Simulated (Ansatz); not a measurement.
# Molecular dynamics of CH10N2OSi2 (part 6 of 6)

CH10N2OSi2, SMILES NCO[SiH2]N[SiH3]; RKS PBE0/6-31G (Ansatz 0.2.0). It belongs to a series of runs on one base structure; here: dynamics from the start.

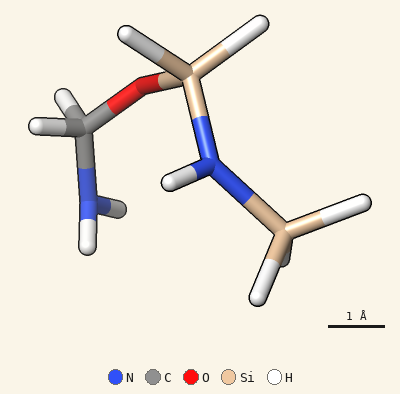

Fig. 1: The geometry at step 254 of the log (stick view, seen at a tilt).

**Trajectory as extended XYZ, continued**
```
16
Properties=species:S:1:pos:R:3:forces:R:3 step=231 time_fs=115.5 energy=-21964.27764 temperature=488.6
N     2.0367   -1.4625   -0.0179    0.2510  -0.4018  -0.1975
C     1.6162   -1.1434    1.2737   -2.1132   0.5681  -0.5889
O     0.0814   -0.9058    1.4289    0.1555   0.1147  -0.1024
Si   -0.9942    0.4828    1.2533    1.4031  -0.6375   1.1947
N    -0.8308    1.2374   -0.3226    0.1020   0.7251  -0.7105
Si   -1.3920    0.8634   -1.9763    0.0935  -1.7307  -0.6845
H     1.8901   -0.8044   -0.7667    0.0961  -0.1051   0.1170
H     2.2241   -2.4214   -0.2707   -0.4119   0.2288  -0.0537
H     1.7445   -1.9817    1.9441    0.4166   0.0565   0.2692
H     2.0596   -0.2115    1.5758    0.3345   0.3837   0.6689
H    -2.3949   -0.0139    1.3680   -0.0098  -0.2089   0.1020
H    -0.6560    1.5408    2.4438   -0.3287  -0.7702  -1.3437
H    -0.3156    2.1029   -0.3233    0.3305   0.3318   0.1240
H    -1.0392   -0.5446   -2.5688   -0.2031   0.4289   0.8432
H    -0.5995    1.5803   -3.0484   -0.2783   0.6810   0.4058
H    -2.8978    0.9076   -2.1089    0.1622   0.3357  -0.0436
16
Properties=species:S:1:pos:R:3:forces:R:3 step=237 time_fs=118.5 energy=-21964.12718 temperature=413.3
N     2.0537   -1.4710   -0.0099    0.1567  -0.3462  -0.6302
C     1.5937   -1.1484    1.2513   -1.2727   1.5953   0.6633
O     0.0973   -0.8918    1.4439   -0.0620  -0.0901  -0.3189
Si   -1.0075    0.4869    1.2622    3.0679  -1.2852   0.0860
N    -0.8239    1.2218   -0.3248   -0.0010   1.1567  -0.6526
Si   -1.4044    0.8732   -1.9898    1.1522  -2.8451  -0.0094
H     2.0072   -0.7912   -0.7491    0.0269  -0.1343  -0.0311
H     2.1568   -2.4386   -0.2558   -0.2849   0.0477  -0.3020
H     1.7870   -1.9520    1.9323    0.0536  -0.5060   0.4508
H     2.1009   -0.2457    1.6036   -0.0986   0.1715   0.2048
H    -2.3382    0.0321    1.4204   -1.5406  -0.7644   0.1474
H    -0.6132    1.3788    2.4164   -0.1449   0.4859  -0.3642
H    -0.2779    2.0799   -0.3156    0.1370  -0.0753   0.0204
H    -0.9368   -0.5746   -2.6261   -0.6408   1.0959   1.1022
H    -0.6021    1.5737   -2.9958    0.0636   1.1891  -0.2268
H    -2.8665    0.8776   -2.1065   -0.6125   0.3045  -0.1397
16
Properties=species:S:1:pos:R:3:forces:R:3 step=242 time_fs=121.0 energy=-21964.10093 temperature=404.2
N     2.0688   -1.4798   -0.0061   -0.0380  -0.1511  -0.7359
C     1.5676   -1.1446    1.2359    0.1143   1.2432   2.4272
O     0.1104   -0.8804    1.4552   -0.2332  -0.3004  -0.5035
Si   -1.0121    0.4871    1.2699    1.8985  -2.5577  -1.4275
N    -0.8182    1.2140   -0.3297   -0.0160   1.3028  -0.3529
Si   -1.4123    0.8750   -2.0013    1.4968  -2.3799   0.2721
H     2.1075   -0.7891   -0.7355   -0.0372  -0.1532  -0.0830
H     2.0807   -2.4481   -0.2615   -0.1797  -0.0374  -0.3880
H     1.8264   -1.9539    1.9477   -0.5475   0.1809  -0.3443
H     2.1310   -0.2615    1.6421   -0.5786  -0.2398  -0.3827
H    -2.3764    0.0260    1.4728   -0.7097  -0.4644  -0.0318
H    -0.5860    1.2711    2.3683    0.3215   1.7625   1.0999
H    -0.2361    2.0587   -0.3075   -0.1137  -0.3852  -0.0902
H    -0.8904   -0.5323   -2.6037   -0.6973   0.8722   0.8795
H    -0.6035    1.6424   -2.9616   -0.0740   1.0479  -0.1962
H    -2.8746    0.8727   -2.1130   -0.6062   0.2595  -0.1429
16
Properties=species:S:1:pos:R:3:forces:R:3 step=248 time_fs=124.0 energy=-21964.26424 temperature=500.4
N     2.0865   -1.4916   -0.0056   -0.4507  -0.3365  -0.5948
C     1.5370   -1.1322    1.2326    1.1858   0.2647   2.2775
O     0.1249   -0.8680    1.4663   -0.8058  -0.3460  -0.6404
Si   -1.0124    0.4805    1.2756    0.5733  -2.3244  -0.9687
N    -0.8117    1.2113   -0.3374   -0.5457   0.4500   0.0722
Si   -1.4179    0.8711   -2.0145    0.8545   0.0974   0.5363
H     2.2252   -0.7987   -0.7245   -0.1514  -0.1601  -0.0011
H     1.9752   -2.4565   -0.2968   -0.0355   0.4789  -0.1780
H     1.8308   -1.9449    1.9421   -0.8262   0.2000  -0.4217
H     2.1255   -0.2936    1.6602   -0.3586   0.2531  -0.4658
H    -2.4674   -0.0140    1.5318    0.9561   0.1460  -0.3290
H    -0.5321    1.2712    2.3863    0.0381   1.3568   0.5828
H    -0.1906    2.0095   -0.3050    0.1519   0.1579  -0.1547
H    -0.8854   -0.4223   -2.5130   -0.1726  -0.5742   0.0233
H    -0.6155    1.8014   -2.9310   -0.6173   0.1616   0.3221
H    -2.9249    0.8868   -2.1314    0.2043   0.1748  -0.0600
16
Properties=species:S:1:pos:R:3:forces:R:3 step=254 time_fs=127.0 energy=-21964.13109 temperature=435.0
N     2.1016   -1.5052   -0.0085   -0.8903   0.0429  -0.0021
C     1.5143   -1.1176    1.2447    1.3879  -0.2149   0.2379
O     0.1349   -0.8573    1.4740   -1.6440  -0.1754  -0.6873
Si   -1.0105    0.4669    1.2785    0.8904  -0.6187   0.3125
N    -0.8083    1.2117   -0.3448   -0.6027   0.1087   0.4281
Si   -1.4210    0.8676   -2.0259   -0.1355   2.7212   1.0944
H     2.3307   -0.8210   -0.7137   -0.2497  -0.0069   0.0800
H     1.8654   -2.4295   -0.3487    0.0523   0.3058  -0.0593
H     1.7697   -1.9258    1.9079   -0.3278  -0.6733   0.5055
H     2.0932   -0.3017    1.6423    0.3507   0.9443  -0.0407
H    -2.4863   -0.0452    1.5644    1.3333   0.3074  -0.4032
H    -0.4774    1.3819    2.4482   -0.6745  -0.0708  -0.9725
H    -0.1351    1.9685   -0.3152    0.0065   0.1429  -0.1411
H    -0.8925   -0.3647   -2.4203    0.5610  -2.1148  -0.8371
H    -0.6777    1.9758   -2.8753   -0.7662  -0.7166   0.4668
H    -2.9606    0.9156   -2.1552    0.7086   0.0182   0.0183
16
Properties=species:S:1:pos:R:3:forces:R:3 step=260 time_fs=130.0 energy=-21964.23424 temperature=497.5
N     2.1114   -1.5186   -0.0115   -1.1780   0.3961   0.5972
C     1.5018   -1.1041    1.2597    2.0660  -0.3487  -0.2156
O     0.1362   -0.8476    1.4781   -1.9680  -0.0751  -0.7348
Si   -1.0057    0.4512    1.2820    1.7816   0.9374   0.1493
N    -0.8084    1.2130   -0.3497   -0.2853   0.1431   0.6088
Si   -1.4240    0.8713   -2.0343    0.4855   1.2717   1.0649
H     2.4161   -0.8437   -0.6961   -0.2720   0.1940   0.1271
H     1.7583   -2.3772   -0.4067    0.0322  -0.0119  -0.0098
H     1.6796   -1.9532    1.9087    0.2095  -0.1312   0.4212
H     2.0827   -0.2427    1.6167    0.1243  -0.0620  -0.0293
H    -2.3997   -0.0534    1.5643    0.3148  -0.0237  -0.2043
H    -0.4760    1.4931    2.4360   -0.7954  -0.7600  -1.3119
H    -0.0813    1.9369   -0.3372   -0.4489  -0.2221  -0.0636
H    -0.8636   -0.4595   -2.3893   -0.1001  -0.2304  -0.5294
H    -0.8026    2.0945   -2.7827   -0.3472  -0.9162   0.0717
H    -2.9413    0.9461   -2.1779    0.3811  -0.1609   0.0586
16
Properties=species:S:1:pos:R:3:forces:R:3 step=265 time_fs=132.5 energy=-21964.09439 temperature=426.4
N     2.1140   -1.5282   -0.0114   -1.4513   0.2756   0.7068
C     1.5024   -1.0949    1.2713    2.0840  -0.8910   0.0953
O     0.1295   -0.8398    1.4784   -1.4368  -0.2397  -0.7378
Si   -0.9976    0.4401    1.2853    2.6256   1.9608  -0.7801
N    -0.8101    1.2146   -0.3510   -0.6183  -0.4311   0.5279
Si   -1.4255    0.8776   -2.0387    1.0943  -0.5716   1.3765
H     2.4697   -0.8514   -0.6730   -0.3029   0.1954   0.1982
H     1.6716   -2.3306   -0.4553    0.2064   0.2210   0.2109
H     1.6157   -1.9861    1.9366    0.5492   0.9022  -0.1920
H     2.0837   -0.1916    1.5940   -0.1436  -0.8737   0.0079
H    -2.3053   -0.0617    1.5505   -1.2462  -0.5728   0.1051
H    -0.5257    1.5409    2.3428   -0.5360  -0.7061  -0.8461
H    -0.0610    1.9001   -0.3601   -0.1524   0.1426   0.0316
H    -0.8416   -0.5652   -2.4003   -0.5851   1.2683  -0.2563
H    -0.9310    2.1369   -2.6997    0.2713  -0.3806  -0.5188
H    -2.9004    0.9618   -2.1933   -0.3584  -0.2993   0.0709
16
Properties=species:S:1:pos:R:3:forces:R:3 step=271 time_fs=135.5 energy=-21963.98346 temperature=370.3
N     2.1090   -1.5381   -0.0073   -1.4538   0.5314   0.8626
C     1.5160   -1.0896    1.2853    0.8916  -1.2044  -0.5533
O     0.1147   -0.8318    1.4752   -0.1085  -0.7284  -0.6101
Si   -0.9809    0.4319    1.2867    1.0127   1.3737  -2.1434
N    -0.8157    1.2139   -0.3497   -0.7097  -0.7951   0.1892
Si   -1.4244    0.8836   -2.0400    0.9025  -1.5304   1.7387
H     2.5103   -0.8462   -0.6297   -0.3184   0.0958   0.1893
H     1.5832   -2.2587   -0.4979    0.2464   0.1184   0.2431
H     1.5829   -1.9615    1.9593    0.8111   0.6058  -0.0005
H     2.0780   -0.1911    1.5700    0.2131  -0.3797   0.3473
H    -2.2824   -0.1141    1.5407   -1.0939  -0.4567   0.0732
H    -0.6237    1.5515    2.1730    0.1254   0.4110   0.5790
H    -0.0472    1.8682   -0.3849    0.0286   0.3876   0.1372
H    -0.8590   -0.5962   -2.4346   -0.5568   1.6401  -0.1808
H    -1.0626    2.1629   -2.6425    0.7903   0.3457  -1.0016
H    -2.8804    0.9566   -2.2059   -0.7805  -0.4148   0.1301
16
Properties=species:S:1:pos:R:3:forces:R:3 step=277 time_fs=138.5 energy=-21964.06530 temperature=420.7
N     2.0951   -1.5446    0.0024   -1.1412   0.9314   1.1246
C     1.5362   -1.0925    1.2952   -0.2428  -0.6532  -1.3405
O     0.0993   -0.8278    1.4688    1.4414  -1.3613  -0.3499
Si   -0.9613    0.4277    1.2817   -1.8939   0.2800  -2.4916
N    -0.8253    1.2088   -0.3473    0.0775  -0.3878  -0.2902
Si   -1.4207    0.8856   -2.0361   -0.3937  -0.0987   1.4008
H     2.5247   -0.8319   -0.5712   -0.2127   0.0742  -0.0183
H     1.5131   -2.1785   -0.5219    0.0231  -0.2767   0.0341
H     1.6168   -1.8932    1.9876    0.6330  -0.6783   0.7580
H     2.0908   -0.2197    1.5745    0.5237   0.5101   0.4505
H    -2.3424   -0.2009    1.5353    0.6231   0.3747  -0.2100
H    -0.7138    1.5968    2.0488    0.4714   1.1688   1.4486
H    -0.0373    1.8641   -0.3979   -0.5155   0.0067   0.2420
H    -0.9210   -0.4950   -2.4865   -0.0002   0.6409  -0.3722
H    -1.1317    2.2087   -2.6650    0.6768  -0.1727  -0.6599
H    -2.9186    0.9168   -2.2067   -0.0700  -0.3581   0.2741
```

The run was set up as follows.

**Input**
```yaml
crystal:
  periodic: [false, false, false]
  atoms:
    - { symbol: "N", position_ang: [1.896638, -1.15528, -0.135211] }
    - { symbol: C, position_ang: [1.463172, -1.061653, 1.212426] }
    - { symbol: O, position_ang: [0.011782, -0.995464, 1.39684] }
    - { symbol: Si, position_ang: [-0.943274, 0.433876, 1.242428] }
    - { symbol: "N", position_ang: [-0.751956, 1.297817, -0.29111] }
    - { symbol: Si, position_ang: [-1.292092, 0.72431, -1.887475] }
    - { symbol: H, position_ang: [1.80625, -0.325655, -0.702466] }
    - { symbol: H, position_ang: [1.660844, -2.007161, -0.621412] }
    - { symbol: H, position_ang: [1.764598, -1.956291, 1.758678] }
    - { symbol: H, position_ang: [1.930045, -0.185322, 1.680134] }
    - { symbol: H, position_ang: [-2.338275, -0.079535, 1.390851] }
    - { symbol: H, position_ang: [-0.55759, 1.445299, 2.2937] }
    - { symbol: H, position_ang: [-0.290224, 2.197725, -0.249887] }
    - { symbol: H, position_ang: [-2.285297, -0.375261, -1.650662] }
    - { symbol: H, position_ang: [-0.167033, 0.172908, -2.73115] }
    - { symbol: H, position_ang: [-1.930288, 1.847085, -2.661282] }
basis:
  gaussian: { orbitals: "6-31G" }
hamiltonian:
  xc: pbe0
md:
  timestep: 0.5
  n_steps: 277
  ensemble: nvt_nose_hoover
  temperature: 700.0
  initial_velocities: maxwell_boltzmann
  seed: 483815
scf:
  lower_state_search: "off"
```

Launched with:
```bash
ansatz run input.yaml --threads 1 --pin off --max-ram 2048MiB --backend cpu --events-out ev --progress --plain --runs-dir out
```

**Results in brief**

| quantity | value |
| --- | --- |
| outcome | finished |
| mean temperature over the second half | 440 K |
| trajectory | 277 steps, 138.5 fs |
| ensemble | nvt_nose_hoover |
| temperature in the input | 700.0 K |
| time step | 0.5 fs |
| potential energy (last step) | −21964.0653 eV |
| mean-field energy (last step) | −21964.0653 eV |
| largest force (length of the vector) (last step) | 3.142 eV/Å |
| hardware | 1 thread of Arm Neoverse V2, 24 GiB of memory available, shared host |
| wall time | 19 min |
| peak memory | 0.18 GiB |

**Remarks**

So short a trajectory is not equilibrated. The temperature stays far from the 700 K of the thermostat over the second half: the run isn't equilibrated.
